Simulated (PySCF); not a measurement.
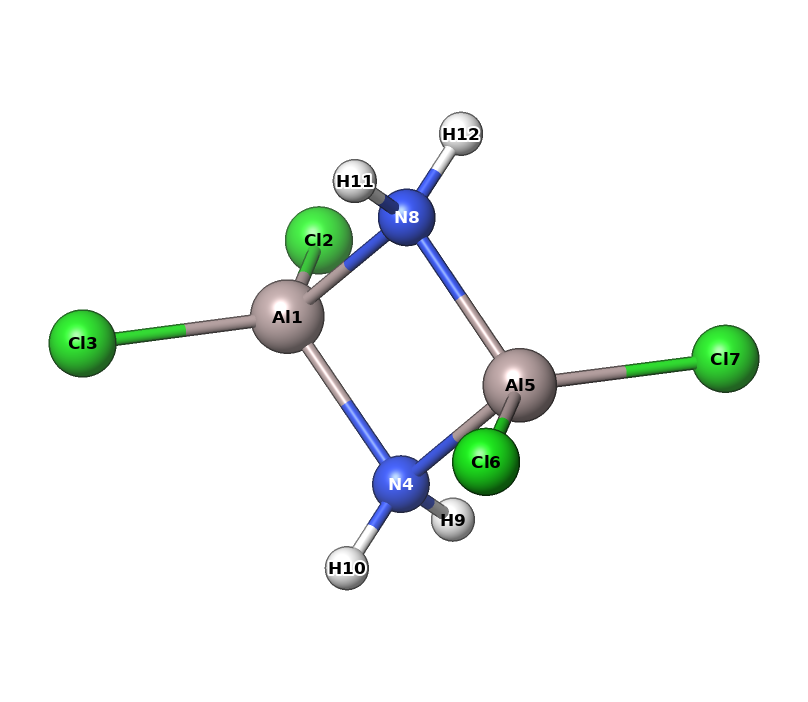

The geometry was computed by an optimisation with PBE0-D3(BJ)/def2-SVP. No frequency run is at hand to confirm it as a minimum. Method: delta-SCF UKS SCAN, pcX-2 on the ionised atom (unc-x2c-TZVPall on a metal), pcseg-1 elsewhere, spin-free X2C (PySCF 2.14.0).

Give the core-electron binding energies (to vacuum; p and d levels without spin–orbit splitting) of Al1 1s, Al1 2p, Cl2 1s, Cl2 2p, N4 1s.

| atom | level | binding energy (eV) |
| --- | --- | --- |
| Al1 | 1s | 1568.5 |
| Al1 | 2p | 82.0 |
| Cl2 | 1s | 2828.5 |
| Cl2 | 2p | 206.4 |
| N4 | 1s | 406.5 |
